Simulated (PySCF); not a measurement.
C₅H₆AlF (SMILES C=[C](C#CC)[AlH][F])

```json
{"atom": "C", "x (Å)": "-0.6390", "y (Å)": "-1.7671", "z (Å)": "1.2103"}
{"atom": "C", "x (Å)": "-0.7350", "y (Å)": "-0.6355", "z (Å)": "0.4969"}
{"atom": "C", "x (Å)": "0.3750", "y (Å)": "0.0246", "z (Å)": "-0.0662"}
{"atom": "C", "x (Å)": "1.2855", "y (Å)": "0.6331", "z (Å)": "-0.5718"}
{"atom": "C", "x (Å)": "2.3976", "y (Å)": "1.3403", "z (Å)": "-1.1640"}
{"atom": "Al", "x (Å)": "-2.6255", "y (Å)": "-0.0438", "z (Å)": "0.3607"}
{"atom": "F", "x (Å)": "-3.2057", "y (Å)": "1.2898", "z (Å)": "-0.4158"}
{"atom": "H", "x (Å)": "-1.5368", "y (Å)": "-2.2190", "z (Å)": "1.6155"}
{"atom": "H", "x (Å)": "0.2941", "y (Å)": "-2.2718", "z (Å)": "1.4158"}
{"atom": "H", "x (Å)": "2.0439", "y (Å)": "2.2271", "z (Å)": "-1.6898"}
{"atom": "H", "x (Å)": "3.1005", "y (Å)": "1.6462", "z (Å)": "-0.3885"}
{"atom": "H", "x (Å)": "2.9167", "y (Å)": "0.6924", "z (Å)": "-1.8709"}
{"atom": "H", "x (Å)": "-3.6757", "y (Å)": "-0.9158", "z (Å)": "1.0501"}
```

Geometry: GFN2-xTB.

The calculation used PBE0/pcSseg-1, SCF density, gas phase, non-relativistic (PySCF).

Q: Predict the electron density and electron localisation function between the atoms.

A: C–C (1.21 Å): ρ is about 2.7 e/Å³ halfway; the ELF peaks at about 0.85 between the atoms (a short, multiple covalent bond).
Al–F (1.65 Å): ρ is about 0.85 e/Å³ halfway; the ELF peaks at about 0.85 in the valence shell of F, 0.5 Å from its nucleus, and is about 0.30 at the midpoint.
C–Al (1.99 Å): ρ at the midpoint is about 0.68 e/Å³; the ELF peaks at about 0.95 between the atoms; a shared but strongly polarised pair.
C–H (1.08 Å): ρ at the midpoint is about 2 e/Å³; the ELF climbs to about 1 towards the hydrogen, as it does in any bond to H: an ordinary covalent bond to hydrogen.

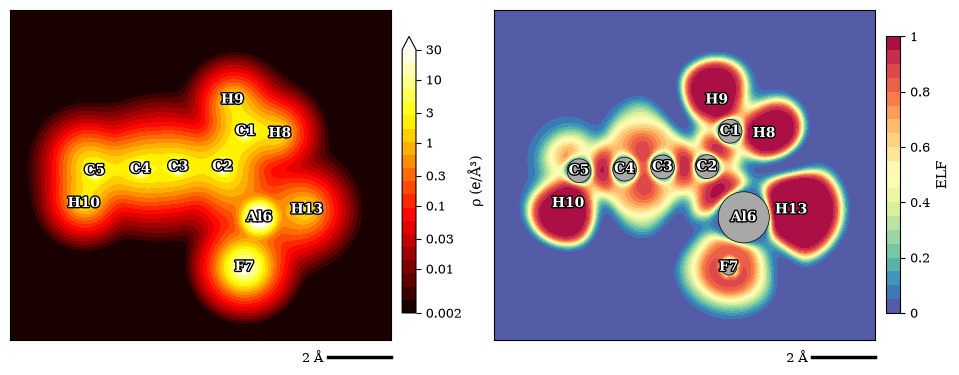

Computed electron density and electron localisation function on the plane of atoms H8, C1 and H9, in this order. Grey discs cover the atomic cores in the ELF map. 
